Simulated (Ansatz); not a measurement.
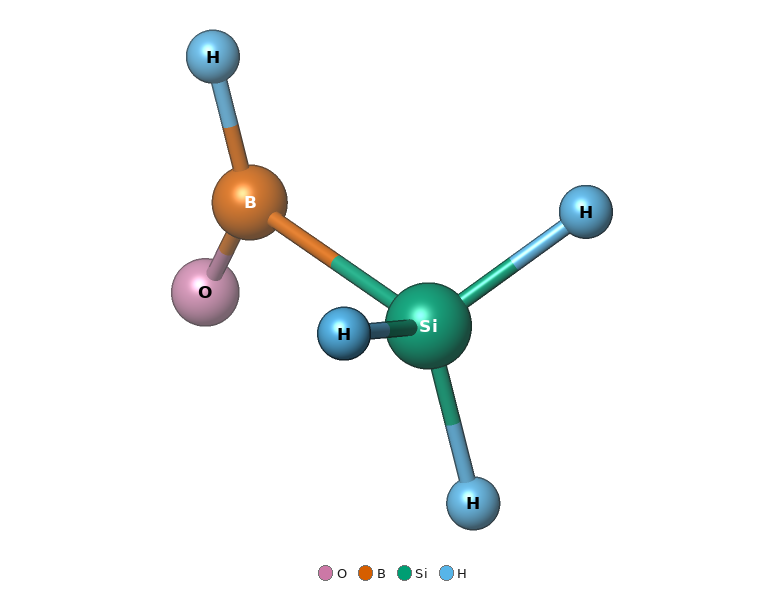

Depth is shown by fading: the farther an atom, the more it takes the colour of the background. The species is neutral and a spin doublet. The computed structure is the end point of a PBE-D4/def2-SVP optimisation. No frequency run is at hand to confirm it as a minimum.

Which symmetry elements does this geometry have?

Answer. It has 1 mirror plane, so the point group is Cs. The group has 2 operations. The geometry is achiral, and symmetry allows a dipole moment.
